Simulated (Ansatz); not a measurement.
# NaF (rocksalt type): optical response by level

How does NaF (rocksalt type) absorb light if electrons and holes don't interact? Plan: HSE06 for the gap; optics with PBE on 8×8×8; optics with r2SCAN on 8×8×8; optics with PBE and scissors to the HSE06 gap on 8×8×8.

Method: plane waves, PAW; no local fields, no excitons, in Ansatz 0.2.0.

### Step 1. The structure to begin with

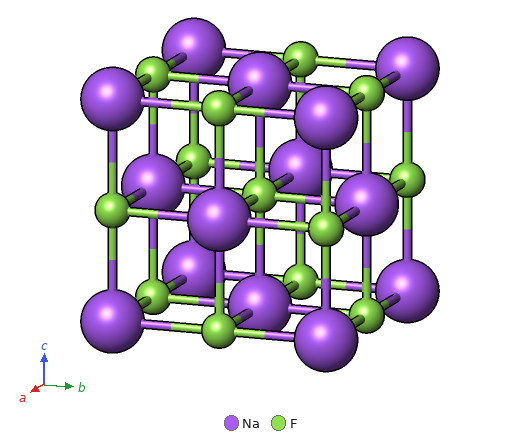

Start, viewed slightly off an axis; sodium purple, fluorine green. Atoms on the faces are drawn again on the opposite ones. The cell drawn here is the conventional one.

Structure file:

```cif
data_structure
_symmetry_space_group_name_H-M 'P 1'
_symmetry_Int_Tables_number 1
_cell_length_a 3.2487
_cell_length_b 3.2487
_cell_length_c 3.2487
_cell_angle_alpha 60.000
_cell_angle_beta 60.000
_cell_angle_gamma 60.000
_cell_volume 24.24
loop_
_atom_site_label
_atom_site_type_symbol
_atom_site_fract_x
_atom_site_fract_y
_atom_site_fract_z
_atom_site_occupancy
Na1 Na 0.00000 0.00000 0.00000 1
F1 F 0.50000 0.50000 0.50000 1
```

The cell was relaxed beforehand with r2SCAN; those runs aren't shown.

### Step 2. HSE06 levels at special points

Contents of input.yaml:

```yaml
crystal:
  lattice:
    - [0.0, 2.2971680881, 2.2971680881]
    - [2.2971680881, 0.0, 2.2971680881]
    - [2.2971680881, 2.2971680881, 0.0]
  atoms:
    - { symbol: Na, position: [0.0, 0.0, 0.0] }
    - { symbol: F, position: [0.5, 0.5, 0.5] }
kpoints:
  mp_grid: { grid: [6, 6, 6] }
  band_path:
    path:
      - [0.0, 0.0, 0.0]
      - [0.5, 0.0, 0.5]
      - [0.625, 0.25, 0.625]
      - [0.375, 0.375, 0.75]
      - [0.5, 0.5, 0.5]
      - [0.5, 0.25, 0.75]
    npoints: 1
hamiltonian:
  xc: hse06
scf:
  occupations: { method: fixed }
  n_extra_bands: 4
output:
  forces: true
  stress: true
  eigenvalues: true
```

Launch:

```bash
$ ansatz run input.yaml --threads 4 --pin off --max-ram 3686MiB --backend cpu --events-out ev --progress --plain --runs-dir out
```

Log, shortened:

```text
Warning: output.stress: scf.convergence.dr2_threshold = 1e-7 eV (the SCF's general default) is looser than the 2e-10 eV advised for a printed stress (1e-10 eV for each atom of the cell: 2). What an SCF threshold leaves in a stress goes as its square root, and in the free energy as the [...]
Warning: output.stress: scf.exx.energy_threshold = 1e-6 eV is looser than the 2e-8 eV advised for a stress under a hybrid functional (1e-8 eV for each atom of the cell: 2). Every SCF of the exchange loop can meet its threshold on dr2 while the loop round them stops early: no threshold on [...]
Warning: RAYON_NUM_THREADS=4 ignored (pool sized by the plan → 4); use --threads N
scf.n_extra_bands = 4 over 8 filled bands (N_el = 16.0): the run solves 12 bands
[...]
Pseudopotentials: kind: paw
Pseudopotential: Na, paw, valence charge 9, recommended cutoff 420 eV (normal), Na.paw.azcp
Pseudopotential: F, paw, valence charge 7, recommended cutoff 420 eV (normal), F.paw.azcp
Functional definition: HSE06
[...]
davidson cushion auto → on  (no smearing: the cushion is to keep the highest requested band from converging to the state above it; pin scf.eigensolver.cushion to override)
Crystal: 2 atoms, lattice volume = 24.244 Å³
Basis set: ecut = 420 eV, 459 PW (Γ), exchange–correlation on 48×48×48 points (8 copies of the dense FFT grid, shifted against one another)
Bands: 12, of which v1, the nominal top of the filled ones, is band 8 counted from 1 (7 counted from 0)
Symmetry: 48 space group operations
Space group: Fm-3m (ITA 225), of the structure as read, at distance tolerance 2.9e-5 Å
k-points: 16 of 216
[...]
SCF iter   1: F=—  HF=-2297.412367 eV  |F-HF|=—  |Δ(HF+E_count)|=         —  Δρ=5.59e-4  dr2=2.53e-5  ethr=1.77e-3  ⟨swp⟩=2.1  Hψ=1358  notcnv=0
[...]
SCF 1 stopped early in 2 iterations: F = -2297.412495 eV  dr2 = 6.81e-6
[...]
Frozen-core exchange: fock
[...]
SCF 2 stopped early in 6 iterations: F = -2297.432792 eV  dr2 = 1.85e-7
hybrid outer 1: dexx = +3.296e-3 eV, tail = 8.62e-6 eV
[...]
Frozen-core exchange: fock
[...]
SCF iter   4: F=-2297.432854 eV  HF=-2297.432854 eV  |F-HF|=6.82e-11  |Δ(HF+E_count)|=   6.35e-9  Δρ=7.44e-7  dr2=9.58e-11  ethr=7.87e-11  ⟨swp⟩=3.0  Hψ=539  notcnv=0
[...]
hybrid outer 2: dexx = +1.244e-7 eV, tail = 4.21e-9 eV, Δε = 1.86e-3 eV (about 5.14e-5 eV left of the loop's levels)
NSCF: frozen V_eff on 6 k-points
hybrid SCF converged: 2 outer / 10 inner (+2 warm-up), last move |dexx| = 1.24e-7 eV, tail = 4.21e-9 eV
Stability not checked: this state was not tested for a lower state beside it, because the functional holds exact exchange (a hybrid, or Hartree-Fock), whose exchange loop this test does not read (fock_operator; see scf.lower_state_search)
Free energy (F): -2297.432854 eV
Frozen-core exchange: fock
[...]
E sigma→0 (E₀):  -2297.432854 eV
Fermi energy:    -0.478646 eV
[...]
--- Forces (eV/Å), atoms counted from 1 ---
  atom   1  Na    -0.00000000     0.00000000     0.00000000
  atom   2  F      0.00000000     0.00000000     0.00000000
[...]
--- Stress (GPa, compression-positive) ---
        1.501115       0.000000      -0.000000
        0.000000       1.501115      -0.000000
        0.000000      -0.000000       1.501115
  P = ⅓ Tr σ = 1.5011 GPa (15.011 kbar)
--- Band table (eV; the first three rows and the last of 16) ---
  k-point 0: bands = ["-50.5725", "-21.2430", "-20.6921", "-20.6921", "-20.6921", "-0.4786", "-0.4786", "-0.4786", "8.1566", "21.0262", "21.0262", "21.0262"]
[...]
```

Wall time 7.8 s (4 threads of Arm Neoverse V1, shared host); peak memory 0.64 GiB.

HSE06 puts the least direct gap over the mesh and the named points at 8.635 eV, and the least gap at 8.635 eV.

### Step 3. Optics, PBE

Contents of input.yaml:

```yaml
crystal:
  lattice:
    - [0.0, 2.2971680881, 2.2971680881]
    - [2.2971680881, 0.0, 2.2971680881]
    - [2.2971680881, 2.2971680881, 0.0]
  atoms:
    - { symbol: Na, position: [0.0, 0.0, 0.0] }
    - { symbol: F, position: [0.5, 0.5, 0.5] }
kpoints:
  mp_grid: { grid: [8, 8, 8] }
hamiltonian:
  xc: pbe
scf:
  occupations: { method: fixed }
output:
  optics:
    e_range: [0, 23]
    de: 0.05
    sigma: 0.1
    bands: { spectra_wanted_up_to: 23 }
```

Launch:

```bash
$ ansatz run input.yaml --threads 4 --pin off --max-ram 3686MiB --backend cpu --events-out ev --progress --plain --runs-dir out
```

Log:

```text
Warning: RAYON_NUM_THREADS=4 ignored (pool sized by the plan → 4); use --threads N
Engine: ansatz 0.2.0, aarch64-unknown-linux-gnu
[... 3 set-up lines as earlier in the session ...]
Functional definition: PBE
  parameter kappa = 0.804
  parameter beta = 0.06672455060314922
  exchange = pbe_x(kappa = kappa, mu = beta*pi^2/3)
  correlation = pbe_c(beta = beta)
Crystal: 2 atoms, lattice volume = 24.244 Å³
Basis set: ecut = 420 eV, 459 PW (Γ)
Bands: 12, of which v1, the nominal top of the filled ones, is band 8 counted from 1 (7 counted from 0)
[... 2 set-up lines as earlier in the session ...]
k-points: 29 of 512
Non-local potential: Na, projectors of the file, l = 0: 3, l = 1: 2, l = 2: 1
Non-local potential: F, projectors of the file, l = 0: 2, l = 1: 2, l = 2: 1
PAW form: soft (Blöchl's): semilocal exchange-correlation on the pseudo side does not see the compensation charge
PAW one-centre angular grid: Na, 110 points (default); XC on 64 Gauss nodes
PAW one-centre angular grid: F, 110 points (default); XC on 64 Gauss nodes
Initial density: superposition of atomic densities (neutral atoms: chi_scale 0, normalization atom), corrected by the library's trained network
Initial wavefunctions: pseudopotential atomic-orbital guess
Functional: x = pbe(κ = 0.804, μ = 0.2195149727645171), c = pbe(β = 0.06672455060314922)
SCF iter   1: F=—  HF=-2297.413362 eV  |F-HF|=—  |Δ(HF+E_count)|=         —  Δρ=7.77e-4  dr2=9.50e-5  ethr=1.77e-3  ⟨swp⟩=4.7  Hψ=1700  notcnv=0  defer=54
preconditioner: auto → none  [insulator: Δε(μ)=6.451 eV  Ē_g=26.624 eV  n_scr=8 (ndim 8)  ℏωp=28.2 eV  f_vac=0.108  ε∞_Penn≈2.1]
SCF iter   2: F=—  HF=-2297.413051 eV  |F-HF|=—  |Δ(HF+E_count)|=   3.11e-4  Δρ=1.08e-3  dr2=1.59e-4  ethr=5.94e-7  ⟨swp⟩=2.2  Hψ=886  notcnv=0  defer=56
SCF iter   3: F=—  HF=-2297.413021 eV  |F-HF|=—  |Δ(HF+E_count)|=   2.99e-5  Δρ=3.67e-4  dr2=1.59e-5  ethr=5.94e-7  ⟨swp⟩=2.0  Hψ=442  notcnv=0  defer=51
SCF iter   4: F=—  HF=-2297.413035 eV  |F-HF|=—  |Δ(HF+E_count)|=   1.34e-5  Δρ=5.34e-5  dr2=2.69e-7  ethr=9.94e-8  ⟨swp⟩=2.3  Hψ=479  notcnv=0  defer=28
SCF iter   5: F=—  HF=-2297.413033 eV  |F-HF|=—  |Δ(HF+E_count)|=   1.37e-6  Δρ=3.78e-5  dr2=2.34e-7  ethr=1.68e-9  ⟨swp⟩=2.0  Hψ=550  notcnv=0
SCF iter   6: F=—  HF=-2297.413033 eV  |F-HF|=—  |Δ(HF+E_count)|=   4.54e-8  Δρ=2.19e-5  dr2=7.86e-8  ethr=1.46e-9  ⟨swp⟩=1.0  Hψ=348  notcnv=0
SCF iter   7: F=—  HF=-2297.413033 eV  |F-HF|=—  |Δ(HF+E_count)|=   2.00e-8  Δρ=8.27e-6  dr2=1.15e-8  ethr=4.91e-10  ⟨swp⟩=2.0  Hψ=401  notcnv=0
SCF iter   8: F=—  HF=-2297.413033 eV  |F-HF|=—  |Δ(HF+E_count)|=   3.14e-9  Δρ=2.85e-6  dr2=1.38e-9  ethr=7.18e-11  ⟨swp⟩=2.1  Hψ=416  notcnv=0
SCF iter   9: F=—  HF=-2297.413033 eV  |F-HF|=—  |Δ(HF+E_count)|=  4.58e-10  Δρ=8.57e-7  dr2=1.24e-10  ethr=8.60e-12  ⟨swp⟩=2.2  Hψ=433  notcnv=0
SCF iter  10: F=-2297.413033 eV  HF=-2297.413033 eV  |F-HF|=4.55e-13  |Δ(HF+E_count)|=  3.96e-11  Δρ=2.05e-8  dr2=7.34e-14  ethr=1.00e-12  ⟨swp⟩=2.9  Hψ=1350  notcnv=0
SCF 1 converged in 10 iterations: F = -2297.413033 eV  dr2 = 7.34e-14
NSCF: frozen V_eff on 29 k-points
Optics k sum: 0 of 29 k-points
[...]
output.optics: what the bands over the 22 summed would add to eps1, eps2 and the energy-loss function is held between a lower and an upper bound (6 Lanczos steps). eps1, eps2 and their loss function (loss_summed_bands) are given on every row as the summed bands alone make them. Along an axis, on a row where the two bounds hold the loss function to about 1 % of the greater of itself and 0.5 % of |1/eps|, its cell (loss_completed) is given, with the completed eps1 and eps2 that it is formed of (a cell that is left empty reads nan in the table and null in the record). The two bounds hold it so along every axis on all 461 rows up to 23.000 eV. The run works to bound the rows up to 23.000 eV and no higher ones: a peak of the loss function over that energy may be left empty with no warning. To have the run work for it, set output.optics.bands.spectra_wanted_up_to to a higher energy. perfect_screening_sum, loss_f_sum_n_eff and, beside carriers, perfect_screening_limit are those of loss_summed_bands: over the bounded function the two sums would run over rows that are not all bounded, and lack what the bands left out lay past the top of the energy grid. Bounded is said of the bands left out alone, which are those that the basis at basis.ecutwfc holds: it says nothing of that cutoff, of the k-point mesh, of what the sum inside its cells errs by (eps2_relative_error), of the factors of all_electron_strengths, nor of how far the SCF is converged. The bands left out are taken at the k-points, and what their mean over the points' cells stands off that by is in neither bound: the run's estimate of it, which the test of a row counts in, is 0.07 % of |eps| at the most among the values given; where the mean stood off by over 0.5 % the points' spread read 0.1 to 3 times that
SCF converged after 10 iterations
Free energy (F): -2297.413033 eV
Harris-Foulkes:  -2297.413033 eV  (|F-HF|=4.55e-13)
Internal energy: -2297.413033 eV  (E = F + TS)
E sigma→0 (E₀):  -2297.413033 eV
Fermi energy:    1.217647 eV
--- Per-component energies (eV) ---
  E_band       = -229.960435
  E_kinetic    = 329.566635
  E_local      = -1676.854596  (includes V_loc(G=0)·N_el)
  E_nonlocal   = 188.788156
  E_hartree    = 594.278681
  E_xc         = -120.293757
  E_vxc        = -154.315506  (∫ρ·V_xc dr)
  E_paw        = -463.679505  (= ΣΔE_a)
  E_vpaw       = -105.704608  (= ΣTr[D̂ρ^β])
  E_aug_tail   = 0.002128  (compensation charges beyond the density's cutoff)
  E_ewald      = -1149.220775
  E_smearing   = -0.000000  (= −TS)
  E_closure    = -0.000000  (closes the sum)
  Σ components = -2297.413033   (vs F -2297.413033, Δ=0.00e0)
--- Band table (eV; the first three rows and the last of 29) ---
  k-point 0: bands = ["-45.7942", "-17.9874", "-17.6542", "-17.6542", "-17.6542", "1.2176", "1.2176", "1.2176", "7.6738", "20.3901", "20.3901", "20.3901"]
  k-point 1: bands = ["-45.7920", "-18.1719", "-17.6561", "-17.6561", "-17.4498", "0.9129", "1.1765", "1.1765", "8.2284", "18.6442", "20.6382", "20.6382"]
  k-point 2: bands = ["-45.7868", "-18.4031", "-17.6606", "-17.6606", "-17.1699", "0.2939", "1.0816", "1.0816", "9.5639", "16.5506", "21.1929", "21.1929"]
  k-point 28: bands = ["-45.7747", "-18.1914", "-17.7591", "-17.7591", "-17.2115", "0.3176", "0.3176", "0.6253", "14.6163", "14.6163", "16.7315", "18.3962"]
```

Run time: 2.3 s. Hardware: 4 threads of Arm Neoverse V1, shared host; peak memory 0.53 GiB.

optics.tsv begins:

```
# eps_inf(xx yy zz) = 1.916892 1.916892 1.916892
# eps_inf_bands = all
# eps_inf_summed_bands(xx yy zz) = 1.845727 1.845727 1.845727
# eps_inf_completed(xx yy zz) = 1.916892 1.916892 1.916892
# eps2_relative_error = 0.0011
# eps_inf_relative_error = 0.0044
# f_sum_n_eff(xx yy zz) = 6.408716 6.408716 6.408716 of n_electrons = 16.000000
# n_bands = 22
# n_bands_set_by = photon_energy
# valid_up_to_ev = 37.459141
# least_direct_gap_ev = 6.456191e0 at k(fractional) = 0.000000 0.000000 0.000000, k_point = 0, channel = 0, bands = 7 8 (counted from 0)
```

The dielectric function from optics.tsv (isotropic), one row in 12 (narrow peaks fall between the rows):

```csv
E (eV),ε₂ xx,ε₁ xx
6.20,0.00,2.28
6.80,0.38,2.46
7.40,0.56,2.32
8.00,0.65,2.21
8.60,0.71,2.13
9.20,0.75,2.07
9.80,0.80,2.03
10.40,0.87,2.01
11.00,1.02,2.00
11.60,1.10,1.60
12.20,0.87,1.54
12.80,0.71,1.66
13.40,0.74,2.16
14.00,2.83,1.54
14.60,1.27,0.67
15.20,0.89,0.91
15.80,0.78,1.07
16.40,0.86,1.17
17.00,0.82,1.07
17.60,0.73,1.09
18.20,0.73,1.16
18.80,0.74,1.26
19.40,1.25,1.29
20.00,1.20,1.03
20.60,1.46,0.58
21.20,0.52,0.37
21.80,0.47,0.70
22.40,0.46,0.76
23.00,0.40,0.71
```

The columns hold the bands summed alone, whose ε₁ at zero energy is 1.85, below the completed ε∞ of 1.92.

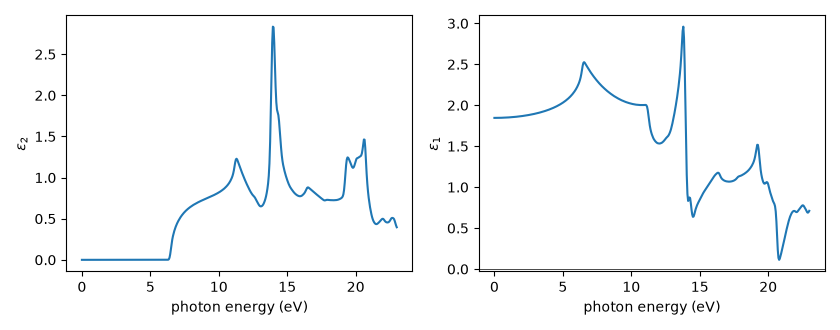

Imaginary (left) and real part (right) of the dielectric function.

Tallest peaks of ε₂: 2.8 at 13.95 eV, 1.2 at 19.40 eV, 1.5 at 20.60 eV.

### Step 4. Optics, r2SCAN

Edit input.yaml of step 3 so:

```diff
@@ -11,3 +11,3 @@
 hamiltonian:
-  xc: pbe
+  xc: r2scan
 scf:
```

Launch:

```bash
$ ansatz run input.yaml --threads 4 --pin off --max-ram 3686MiB --backend cpu --events-out ev --progress --plain --runs-dir out
```

Log:

```text
Warning: RAYON_NUM_THREADS=4 ignored (pool sized by the plan → 4); use --threads N
[... 2 set-up lines as earlier in the session ...]
Pseudopotential: Na, paw, valence charge 9, recommended cutoff 500 eV (meta_gga), Na.paw.azcp
Pseudopotential: F, paw, valence charge 7, recommended cutoff 500 eV (meta_gga), F.paw.azcp
Functional definition: r2SCAN
  parameter k0 = 0.174
  parameter k1 = 0.065
  parameter a1 = 4.9479
  exchange = r2scan_x(k0 = k0, k1 = k1, a1 = a1)
  correlation = r2scan_c
Crystal: 2 atoms, lattice volume = 24.244 Å³
Basis set: ecut = 500 eV, 609 PW (Γ), exchange–correlation on 96×96×96 points (64 copies of the dense FFT grid, shifted against one another)
Bands: 12, of which v1, the nominal top of the filled ones, is band 8 counted from 1 (7 counted from 0)
[... 2 set-up lines as earlier in the session ...]
k-points: 29 of 512
[... 3 set-up lines as earlier in the session ...]
PAW frozen core: Na, regenerated for the run's functional (the file was generated under x = pbe(κ = 0.804, μ = 0.2195149727645171), c = pbe(β = 0.06672455060314922))
PAW frozen core: F, regenerated for the run's functional (the file was generated under x = pbe(κ = 0.804, μ = 0.2195149727645171), c = pbe(β = 0.06672455060314922))
PAW one-centre angular grid: Na, 302 points (default); XC on 339 of its mesh's 2595 points in the sphere
PAW one-centre angular grid: F, 302 points (default); XC on 160 Gauss nodes
[... 2 set-up lines as earlier in the session ...]
Functional: x = r2scan, c = r2scan; τ floored in thin density (d = 2e-4 eV/Å³)
SCF iter   1: F=—  HF=-2301.341554 eV  |F-HF|=—  |Δ(HF+E_count)|=         —  Δρ=9.67e-3  dr2=1.38e-2  dr2_τ=2.77e-2  ethr=1.77e-3  ⟨swp⟩=4.7  Hψ=1792  notcnv=0  defer=52
preconditioner: auto → none  [insulator: Δε(μ)=7.494 eV  Ē_g=28.374 eV  n_scr=8 (ndim 8)  ℏωp=28.2 eV  f_vac=0.106  ε∞_Penn≈2.0]
SCF iter   2: F=—  HF=-2301.372639 eV  |F-HF|=—  |Δ(HF+E_count)|=   3.11e-2  Δρ=3.82e-3  dr2=9.16e-4  dr2_τ=4.56e-4  ethr=8.65e-5  ⟨swp⟩=3.0  Hψ=909  notcnv=0  defer=56
SCF iter   3: F=—  HF=-2301.372758 eV  |F-HF|=—  |Δ(HF+E_count)|=   1.19e-4  Δρ=1.14e-3  dr2=2.15e-4  dr2_τ=3.98e-5  ethr=5.73e-6  ⟨swp⟩=2.6  Hψ=628  notcnv=0  defer=56
SCF iter   4: F=—  HF=-2301.372736 eV  |F-HF|=—  |Δ(HF+E_count)|=   2.16e-5  Δρ=5.20e-4  dr2=1.58e-5  dr2_τ=4.75e-6  ethr=1.34e-6  ⟨swp⟩=2.1  Hψ=472  notcnv=0  defer=50
SCF iter   5: F=—  HF=-2301.372737 eV  |F-HF|=—  |Δ(HF+E_count)|=   6.41e-7  Δρ=3.20e-5  dr2=4.14e-8  dr2_τ=3.15e-8  ethr=9.84e-8  ⟨swp⟩=2.9  Hψ=565  notcnv=0
SCF iter   6: F=—  HF=-2301.372738 eV  |F-HF|=—  |Δ(HF+E_count)|=   9.67e-7  Δρ=5.23e-6  dr2=2.53e-9  dr2_τ=5.74e-10  ethr=2.59e-10  ⟨swp⟩=2.0  Hψ=580  notcnv=0
SCF iter   7: F=-2301.372738 eV  HF=-2301.372738 eV  |F-HF|=3.64e-12  |Δ(HF+E_count)|=  2.80e-10  Δρ=2.26e-7  dr2=8.51e-12  dr2_τ=9.26e-13  ethr=1.00e-12  ⟨swp⟩=2.9  Hψ=1402  notcnv=0
SCF 1 converged in 7 iterations: F = -2301.372738 eV  dr2 = 8.51e-12
NSCF: frozen V_eff on 29 k-points
Optics k sum: 0 of 29 k-points
[...]
output.optics: what the bands over the 22 summed would add to eps1, eps2 and the energy-loss function is held between a lower and an upper bound (7 Lanczos steps). eps1, eps2 and their loss function (loss_summed_bands) are given on every row as the summed bands alone make them. Along an axis, on a row where the two bounds hold the loss function to about 1 % of the greater of itself and 0.5 % of |1/eps|, its cell (loss_completed) is given, with the completed eps1 and eps2 that it is formed of (a cell that is left empty reads nan in the table and null in the record). The two bounds hold it so along every axis on all 461 rows up to 23.000 eV. The run works to bound the rows up to 23.000 eV and no higher ones: a peak of the loss function over that energy may be left empty with no warning. To have the run work for it, set output.optics.bands.spectra_wanted_up_to to a higher energy. perfect_screening_sum, loss_f_sum_n_eff and, beside carriers, perfect_screening_limit are those of loss_summed_bands: over the bounded function the two sums would run over rows that are not all bounded, and lack what the bands left out lay past the top of the energy grid. Bounded is said of the bands left out alone, which are those that the basis at basis.ecutwfc holds: it says nothing of that cutoff, of the k-point mesh, of what the sum inside its cells errs by (eps2_relative_error), of the factors of all_electron_strengths, nor of how far the SCF is converged. The bands left out are taken at the k-points, and what their mean over the points' cells stands off that by is in neither bound: the run's estimate of it, which the test of a row counts in, is 0.06 % of |eps| at the most among the values given; where the mean stood off by over 0.5 % the points' spread read 0.1 to 3 times that
SCF converged after 7 iterations
Free energy (F): -2301.372738 eV
Harris-Foulkes:  -2301.372738 eV  (|F-HF|=3.64e-12)
Internal energy: -2301.372738 eV  (E = F + TS)
E sigma→0 (E₀):  -2301.372738 eV
Fermi energy:    0.575553 eV
--- Per-component energies (eV) ---
  E_band       = -248.953851
  E_kinetic    = 330.958256
  E_local      = -1680.821896  (includes V_loc(G=0)·N_el)
  E_nonlocal   = 188.844281
  E_hartree    = 596.990959
  E_xc         = -117.387601
  E_vxc        = -173.585351  (∫ρ·V_xc dr)
  E_paw        = -470.679255  (= ΣΔE_a)
  E_vpaw       = -122.052520  (= ΣTr[D̂ρ^β])
  E_aug_tail   = 0.000952  (compensation charges beyond the density's cutoff)
  E_vtau       = 13.720553  (kinetic-family band-sum trace: ∫τ·v_τ [+ j·A + Jᵃ·Aᵃ] dr)
  E_ewald      = -1149.220775
  E_core_change = -0.057659  (= ΣΔE_core)
  E_smearing   = -0.000000  (= −TS)
  E_closure    = 0.000000  (closes the sum)
  Σ components = -2301.372738   (vs F -2301.372738, Δ=0.00e0)
--- Band table (eV; the first three rows and the last of 29) ---
  k-point 0: bands = ["-48.3695", "-19.7574", "-18.7370", "-18.7370", "-18.7370", "0.5756", "0.5756", "0.5756", "7.8570", "20.8360", "20.8360", "20.8360"]
  k-point 1: bands = ["-48.3675", "-19.8275", "-18.7387", "-18.7387", "-18.6478", "0.2841", "0.5357", "0.5357", "8.4104", "18.9455", "21.1007", "21.1007"]
  k-point 2: bands = ["-48.3628", "-19.9634", "-18.7428", "-18.7428", "-18.4650", "-0.3214", "0.4408", "0.4408", "9.7597", "16.8191", "21.7159", "21.7159"]
  k-point 28: bands = ["-48.3520", "-19.7456", "-18.8372", "-18.8372", "-18.5208", "-0.3178", "-0.3178", "-0.0078", "14.8395", "14.8395", "17.3989", "18.9378"]
```

Run time: 3.3 s. Hardware: 4 threads of Arm Neoverse V1, shared host; peak memory 0.6 GiB.

From the head of optics.tsv:

```
# eps_inf(xx yy zz) = 1.825236 1.825236 1.825236
# eps_inf_bands = all
# eps_inf_summed_bands(xx yy zz) = 1.754283 1.754283 1.754283
# eps_inf_completed(xx yy zz) = 1.825236 1.825236 1.825236
# eps2_relative_error = 0.0010
# eps_inf_relative_error = 0.0042
# f_sum_n_eff(xx yy zz) = 6.593353 6.593353 6.593353 of n_electrons = 16.000000
# n_bands = 22
# n_bands_set_by = photon_energy
# valid_up_to_ev = 39.067082
# least_direct_gap_ev = 7.281484e0 at k(fractional) = 0.000000 0.000000 0.000000, k_point = 0, channel = 0, bands = 7 8 (counted from 0)
```

The dielectric function from optics.tsv (isotropic), one row in 8 (narrow peaks fall between the rows):

```
E (eV)  ε₂ xx  ε₁ xx
  7.05   0.00   2.18
  7.45   0.24   2.38
  7.85   0.41   2.29
  8.25   0.50   2.21
  8.65   0.56   2.15
  9.05   0.61   2.10
  9.45   0.64   2.05
  9.85   0.67   2.02
 10.25   0.70   1.99
 10.65   0.74   1.97
 11.05   0.78   1.96
 11.45   0.84   1.96
 11.85   0.96   1.96
 12.25   1.13   1.67
 12.65   0.96   1.52
 13.05   0.83   1.51
 13.45   0.73   1.56
 13.85   0.62   1.70
 14.25   0.67   2.12
 14.65   2.05   2.73
 15.05   1.74   0.74
 15.45   1.16   0.63
 15.85   0.88   0.82
 16.25   0.72   0.91
 16.65   0.64   1.02
 17.05   0.62   1.13
 17.45   0.66   1.22
 17.85   0.76   1.19
 18.25   0.72   1.15
 18.65   0.69   1.15
 19.05   0.67   1.19
 19.45   0.68   1.22
 19.85   0.69   1.28
 20.25   0.80   1.50
 20.65   1.19   1.17
 21.05   1.06   1.02
 21.45   1.14   0.90
 21.85   1.26   0.76
 22.25   0.72   0.26
 22.65   0.44   0.53
```

The columns hold the bands summed alone, whose ε₁ at zero energy is 1.75, below the completed ε∞ of 1.83.

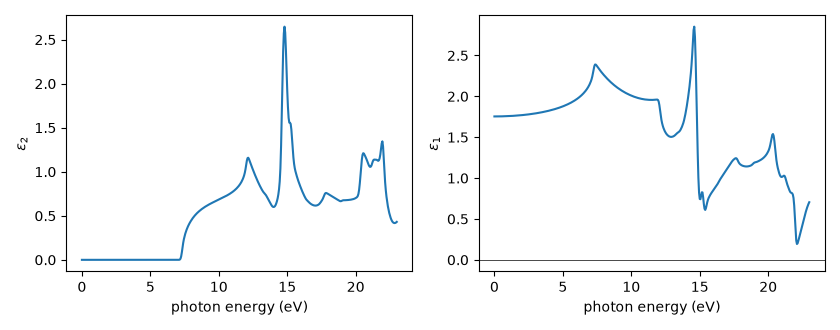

ε₂ and ε₁ against photon energy, from the bands summed.

Tallest peaks of ε₂: 2.6 at 14.80 eV, 1.2 at 20.55 eV, 1.3 at 21.95 eV.

(Part 1 of 2 ends here.)
